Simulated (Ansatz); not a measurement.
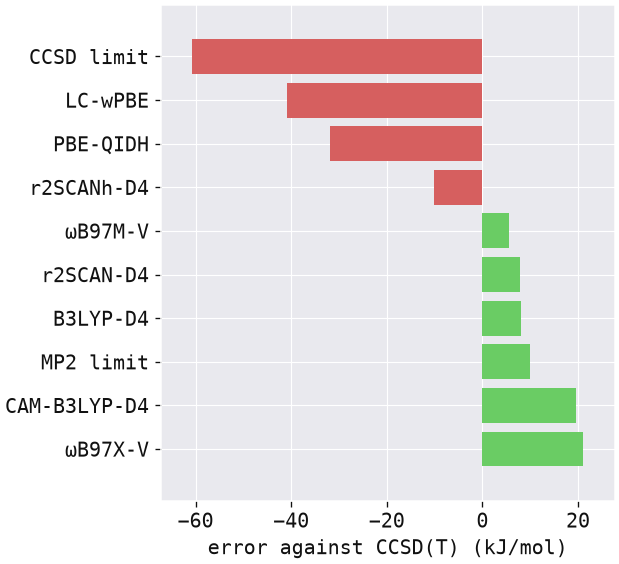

Error in the electronic atomisation energy (method less reference, so positive means overbinding) of C₃H₁₀Si₂, SMILES C=C(C)[SiH2][SiH3]: functionals in def2-TZVPP against frozen-core CCSD(T) at the limit (MP2 extrapolated from triple and quadruple zeta, plus CCSD(T) less MP2 in a smaller set), which gives 5361.4 kJ/mol, at a PBE0-D4/def2-TZVP geometry (a minimum by its frequencies), no zero-point or spin-orbit term, the Ansatz code. The reference leaves out core correlation, a term that grows with the number of heavy atoms. PBE-QIDH holds a correlation term that converges slowly with the basis, so part of the distance to the limit is basis error. No dispersion term is added to LC-wPBE and PBE-QIDH. Limit means the basis limit.

**What range do the values span?**

From −60.8 kJ/mol (CCSD limit) to 21.1 kJ/mol (ωB97X-V).

**Give the values.**

```tsv
level	kJ/mol
CCSD limit	−60.8
LC-wPBE	−40.8
PBE-QIDH	−32.0
r2SCANh-D4	−10.1
ωB97M-V	5.6
r2SCAN-D4	7.8
B3LYP-D4	8.1
MP2 limit	9.9
CAM-B3LYP-D4	19.5
ωB97X-V	21.1
```

Caveats, for all or some of the runs: one conformer of a flexible molecule.
